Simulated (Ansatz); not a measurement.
# ZnAs2Pb2, from a guessed structure to a relaxed one, part 2 of 2

Starting from a made-up structure for ZnAs2Pb2, the aim is the relaxed cell, its shortest contacts and, where a second run follows, its electronic structure.

Ansatz 0.2.0; DFT, PBE, plane-wave PAW, files of the set soft_1, scalar-relativistic, no spin, cell and ions relaxed at zero pressure; PAW set soft_1 (the session's first sound run).

So far: The structure; Relaxing cell and atoms. The relaxed cell has a = 4.247, c = 8.625 Å (conventional setting).

## 3. Bands of the relaxed cell

A second self-consistent run takes a narrower smearing and the mesh shown in its input; the bands follow along the standard path of the relaxed lattice.

This step: DFT, PBE, plane-wave PAW, files of the set soft_1, scalar-relativistic, no spin, bands and density of states at the relaxed cell; PAW set soft_1 (Ansatz 0.2.0).

File input.yaml:

```yaml
crystal:
  lattice:
    - [4.2465308859, 0.0, 0.0]
    - [-2.123265443, 3.6776036252, 0.0]
    - [0.0, 0.0, 8.6245828855]
  atoms:
    - { symbol: Pb, position: [0.0, 0.0, 0.2977506789] }
    - { symbol: Pb, position: [0.0, 0.0, 0.7022493211] }
    - { symbol: As, position: [0.3333333333, 0.6666666667, 0.0] }
    - { symbol: As, position: [0.6666666667, 0.3333333333, 0.5] }
    - { symbol: Zn, position: [0.6666666667, 0.3333333333, 0.0] }
kpoints:
  mp_grid: { grid: [8, 8, 4] }
  band_path:
    path:
      - [[0.0, 0.0, 0.0], [0.5, 0.0, 0.0], [0.33333333, 0.33333333, 0.0], [0.0, 0.0, 0.0], [0.0, 0.0, 0.5], [0.5, 0.0, 0.5], [0.33333333, 0.33333333, 0.5], [0.0, 0.0, 0.5]]
      - [[0.5, 0.0, 0.5], [0.5, 0.0, 0.0]]
      - [[0.33333333, 0.33333333, 0.0], [0.33333333, 0.33333333, 0.5]]
    npoints: 8
scf:
  occupations: { method: fermi_dirac, width: 0.03 }
  n_extra_bands: 9
hamiltonian:
  xc: pbe
  pseudopotentials: { kind: paw, azcp: { folder: soft_1 } }
output:
  forces: true
  stress: true
  write_bands: true
  dos: { projected: true }
  write_density: true
  write_potential: true
  elf: true
  volumetric_format: npy
```

Run with:

```sh
$ ansatz run input.yaml --threads 4 --pin off --max-ram 8192MiB --backend cpu --events-out ev --progress --plain --runs-dir out
```

Numbers of over 12 decimals in the logs are rounded to 6 here.

What it wrote:

```text
[...]
Crystal: 5 atoms, lattice volume = 134.691 Å³
Basis set: ecut = 420 eV, 2651 PW (Γ), exchange–correlation on 60×60×120 points (8 copies of the dense FFT grid, shifted against one another)
Bands: 44, of which v1, the nominal top of the filled ones, is band 35 counted from 1 (34 counted from 0)
Symmetry: 12 space group operations
[...]
k-points: 30 of 256 (time reversal used)
[...]
SCF iter   1: F=—  HF=-36851.279867 eV  |F-HF|=—  |Δ(HF+E_count)|=         —  Δρ=4.23e-2  dr2=7.69e0  ethr=3.10e-3  ⟨swp⟩=7.2  Hψ=5926  notcnv=0
[...]
SCF iter  14: F=-36849.309248 eV  HF=-36849.309248 eV  |F-HF|=5.30e-9  |Δ(HF+E_count)|=   8.60e-9  Δρ=3.42e-6  dr2=2.47e-8  ethr=1.43e-10  ⟨swp⟩=8.7  Hψ=7865  notcnv=0
SCF 1 converged in 14 iterations: F = -36849.309248 eV  dr2 = 2.47e-8
[...]
NSCF: frozen V_eff on 75 k-points
SCF converged after 14 iterations
Free energy (F): -36849.309248 eV
[...]
Internal energy: -36849.305020 eV  (E = F + TS)
E sigma→0 (E₀):  -36849.307134 eV
Entropy (-TS):   -0.004229 eV (-0.846 meV/atom)
Fermi energy:    8.818508 eV
[...]
--- Forces (eV/Å), atoms counted from 1 ---
  atom   1  Pb    -0.00000000    -0.00000000     0.00578956
  atom   2  Pb    -0.00000000    -0.00000000    -0.00578956
  atom   3  As    -0.00000000    -0.00000000     0.00000000
  atom   4  As     0.00000000     0.00000000    -0.00000000
  atom   5  Zn     0.00000000     0.00000000    -0.00000000
  max |Σ_I F_I| component: 1.64e-16 eV/Å
--- Stress (GPa, compression-positive) ---
       -0.001866      -0.000000      -0.000000
       -0.000000      -0.001866       0.000000
        0.000000       0.000000       0.022252
  P = ⅓ Tr σ = 0.0062 GPa (0.062 kbar)
--- Band table (eV; the first three rows and the last of 30) ---
  k-point 0: bands = [... 31 lower, 8.1114, 8.3443, 8.3443, 8.5193, 9.7933, 10.8450, 11.4818, 11.4818, ... 5 higher]
  k-point 1: bands = [... 31 lower, 8.1269, 8.3389, 8.3389, 8.4185, 9.7909, 10.9506, 11.4058, 11.4058, ... 5 higher]
  k-point 2: bands = [... 31 lower, 8.1436, 8.3004, 8.3324, 8.3324, 9.8024, 11.0319, 11.3297, 11.3297, ... 5 higher]
  k-point 29: bands = [... 31 lower, 5.6824, 6.4474, 6.7723, 7.7344, 8.7994, 8.9765, 12.2012, 12.2594, ... 5 higher]
```

Wall time 16 s (4 threads of Arm Neoverse V1, shared host); peak memory 0.64 GiB.

In the SCF lines HF is the Harris–Foulkes energy and dr2 the Hartree energy of the density residual, in eV; the loop may stop once dr2 is under the threshold and the program's other checks hold. Hψ counts applications of the Hamiltonian.

This step gave:

```
free energy             : -36849.3092 eV
energy at zero smearing : -36849.3071 eV
smearing term TS        : 0.004229 eV
Fermi energy            : 8.819 eV
pressure                : 0.006173 GPa
```

bands.tsv at the labelled points (eV, zero at the Fermi level; the bands that come nearest the Fermi level along the path):

| point | band 32 | band 33 | band 34 | band 35 | band 36 | band 37 | band 38 | band 39 |
| --- | --- | --- | --- | --- | --- | --- | --- | --- |
| Γ | -0.71 | -0.47 | -0.47 | -0.30 | 0.97 | 2.03 | 2.66 | 2.66 |
| M | -2.43 | -1.95 | -1.39 | -0.59 | -0.11 | 1.26 | 1.58 | 2.62 |
| K | -3.43 | -3.08 | -2.13 | -0.46 | 1.79 | 1.85 | 1.99 | 2.43 |
| Γ | -0.71 | -0.47 | -0.47 | -0.30 | 0.97 | 2.03 | 2.66 | 2.66 |
| A | -0.67 | -0.52 | -0.49 | -0.49 | 0.98 | 2.21 | 2.51 | 2.51 |
| L | -2.79 | -2.11 | -2.01 | -1.90 | 1.18 | 1.40 | 2.10 | 2.28 |
| H | -3.13 | -2.42 | -1.93 | -0.93 | -0.24 | -0.23 | 3.79 | 3.83 |
| A | -0.67 | -0.52 | -0.49 | -0.49 | 0.98 | 2.21 | 2.51 | 2.51 |
| L | -2.79 | -2.11 | -2.01 | -1.90 | 1.18 | 1.40 | 2.10 | 2.28 |
| M | -2.43 | -1.95 | -1.39 | -0.59 | -0.11 | 1.26 | 1.58 | 2.62 |
| K | -3.43 | -3.08 | -2.13 | -0.46 | 1.79 | 1.85 | 1.99 | 2.43 |
| H | -3.13 | -2.42 | -1.93 | -0.93 | -0.24 | -0.23 | 3.79 | 3.83 |

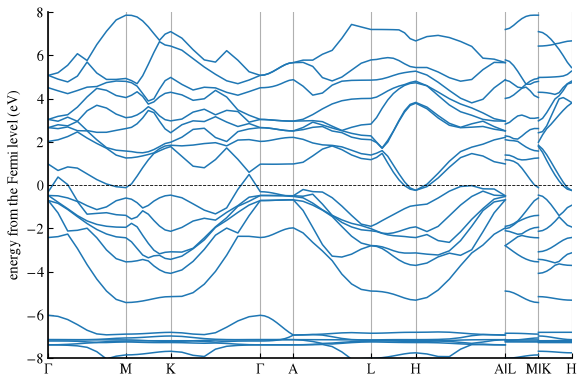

Bands along the path. 23 bands lie wholly below the window drawn.

Counts of states for the cell as run, both spins, by energy window (eV from the Fermi level):

| from | to | total |
| --- | --- | --- |
| -8 | -7 | 9.89 |
| -7 | -6 | 2.08 |
| -6 | -5 | 0.50 |
| -5 | -4 | 0.87 |
| -4 | -3 | 1.96 |
| -3 | -2 | 3.31 |
| -2 | -1 | 3.50 |
| -1 | 0 | 1.86 |
| 0 | 1 | 1.27 |
| 1 | 2 | 2.61 |
| 2 | 3 | 3.85 |
| 3 | 4 | 2.70 |
| 4 | 5 | 3.65 |

Below -8 eV lie 46.0 more states.

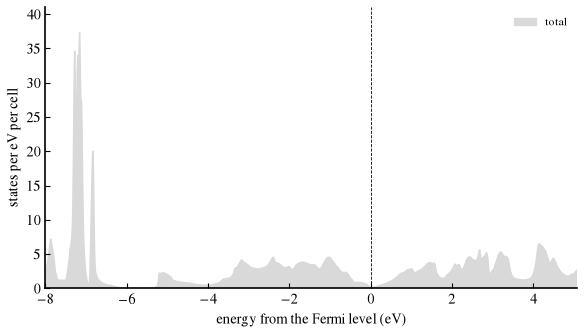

Total density of states, smoothed over about 0.04 eV.

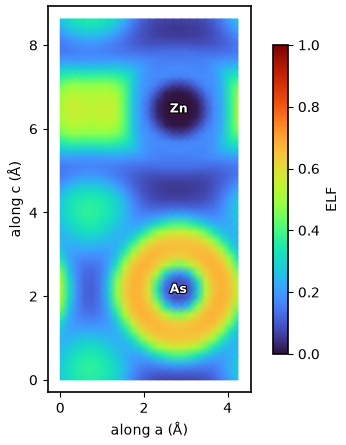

ELF in the ac plane at fractional y = 0.333, with atoms of As and Zn within 0.2 Å of it. It is the smooth field of the valence electrons, not physical close to the nuclei. The map starts off the cell's origin, so that atoms lie inside it.

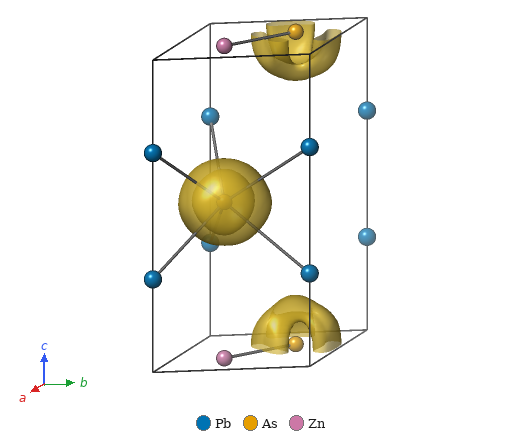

Surface of ELF = 0.65. Bonds to atoms that aren't drawn are left out.

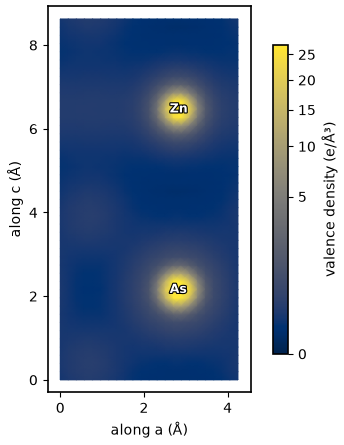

Valence density in the ac plane at fractional y = 0.333, with atoms of As and Zn within 0.2 Å of it. It is the smooth field of the valence electrons, not physical close to the nuclei. The map starts off the cell's origin, so that atoms lie inside it. The colour scale is stretched toward low values.

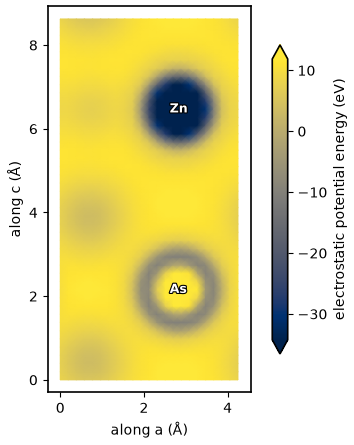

Electrostatic potential energy in the ac plane at fractional y = 0.333, with atoms of As and Zn within 0.2 Å of it. With pseudopotentials it is smooth inside the atoms' cores, unlike the true potential. The map starts off the cell's origin, so that atoms lie inside it.

## 4. Summary of results

```yaml
space_group_relaxed: P-6m2
conventional_cell: a = 4.247, b = 4.247, c = 8.625 Å; α = 90.0°, β = 90.0°, γ = 120.0°
volume_per_atom: 26.94 Å³ (guess 21.72)
```

What this shows: ZnAs2Pb2 relaxes to P-6m2 with a = 4.247, b = 4.247 and c = 8.625 Å. The guessed volume was 19 % too small. The space group P-6m2 was held in the relaxation, so the end point is a stationary structure within it and may be a saddle against distortions or other arrangements. Bands cross the Fermi level, so it is a metal or semimetal at this level. Semilocal functionals can close a small real gap, so this isn't settled for compounds with anions. On the 8×8×4 mesh with the narrower smearing (relaxed on 8×8×4) the largest force component is 0.006 eV/Å and the largest stress component is 0.022 GPa, within the relaxation's thresholds of 0.015 eV/Å and 0.05 GPa. The cutoff wasn't tested. A vector of the cell changed its length by 11 %, more than the volume shows. Spin-orbit coupling is left out, which can matter for elements this heavy. No dispersion term is used, so weakly bound directions may come out too long. Nothing here tests whether the compound is stable against decomposition.

[Logs are printed without paths, hosts, clocks, repeated set-up lines and the standing remarks that a program may print on its own settings, such as how far it seeks lower states.]

[Hosts, paths, dates, database ids (printed as entryN), source tags and the programs' standing remarks are cut or masked in the printed files.]
